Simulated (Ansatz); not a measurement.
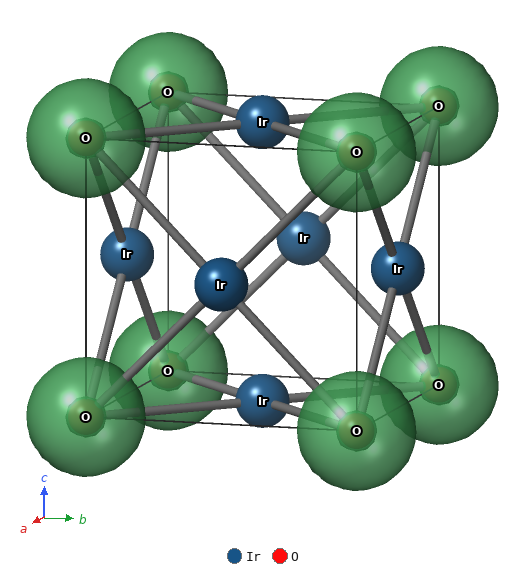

Figure 1: Ir3O. Isosurface of the electron localisation function at 0.65 (green), seen slightly off an axis. Core shells and regions of very low density are left out. Sticks mark near contacts.

Space group Pm-3m; started from the Cu3Au (L1_2)_221 prototype, which need not be the ambient phase; spin-polarised.

Computed with DFT PBE, scalar-relativistic, plane waves, PAW (Ansatz 0.2.0).

In a PAW calculation such maps are meaningful between the atoms, not at the nuclei.

```yaml
crystal:
  lattice:
    - [3.81657, 0.00000, 0.00000]
    - [0.00000, 3.81657, 0.00000]
    - [0.00000, 0.00000, 3.81657]
  atoms:
    - { symbol: Ir, position: [0.00000, 0.50000, 0.50000] }
    - { symbol: Ir, position: [0.50000, 0.00000, 0.50000] }
    - { symbol: Ir, position: [0.50000, 0.50000, 0.00000] }
    - { symbol: O, position: [0.00000, 0.00000, 0.00000] }
```

### Describe the localisation domains.

The surface consists of one region wrapped around O (its valence shell), counted in one cell of 4 atoms. Any copies at cell faces, edges or corners count once.

Values along the shortest contacts:
Ir–O (2.70 Å): the ELF is about 0.15 at the midpoint (no shared electron pair shows on this line).

### Which magnetic arrangement did the calculation end in?

Parallel moments (a ferromagnetic arrangement) in this solution; site moments Ir: +0.7 μB (×3); O: +0.9 μB in one cell of 4 atoms.
